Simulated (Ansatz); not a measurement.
```xyz
16

Si    0.1462    0.1211   -0.9616
Si    0.0782    2.3540   -0.2341
O     0.8455   -0.7768    0.2639
Si    1.5711   -2.2396    0.6467
O    -1.4324   -0.3642   -1.2259
Si   -2.4101   -1.4996   -1.9792
H     0.9348   -0.1014   -2.2302
H    -0.7344    2.4538    1.0288
H    -0.5481    3.2301   -1.2870
H     1.4703    2.8585    0.0411
H     2.3083   -2.7901   -0.5468
H     0.5297   -3.2340    1.0813
H     2.5386   -2.0074    1.7702
H    -1.7550   -2.0055   -3.2384
H    -3.7169   -0.8462   -2.3215
H    -2.6585   -2.6601   -1.0553
```

These are results of DFT PBE, Gaussian basis def2-SVP in Ansatz 0.2.0, not measurements.

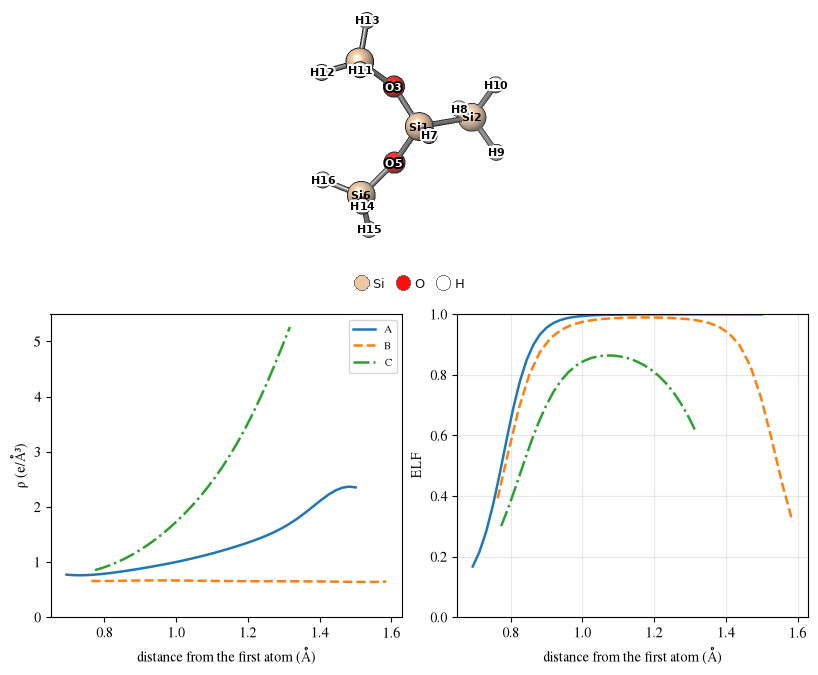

H$_{10}$O$_{2}$Si$_{4}$. Electron density and ELF along straight lines between neighbouring atoms. The curves leave out the atomic cores. The structure is drawn too.

> Which curve belongs to which contact (Si–H, Si–O and Si–Si)? The first atom named is at distance zero.

Curve A: Si–H (1.50 Å): ρ is about 0.76 e/Å³ halfway; the ELF climbs to about 1 towards the hydrogen, as it does in any bond to H. Curve B: Si–Si (2.35 Å): ρ at the midpoint is about 0.65 e/Å³; the ELF peaks at about 1 between the atoms, as expected for localised, covalent bonding. Curve C: Si–O (1.67 Å): ρ at the midpoint is about 1 e/Å³; the ELF peaks at about 0.85 between the atoms; a polar covalent bond.
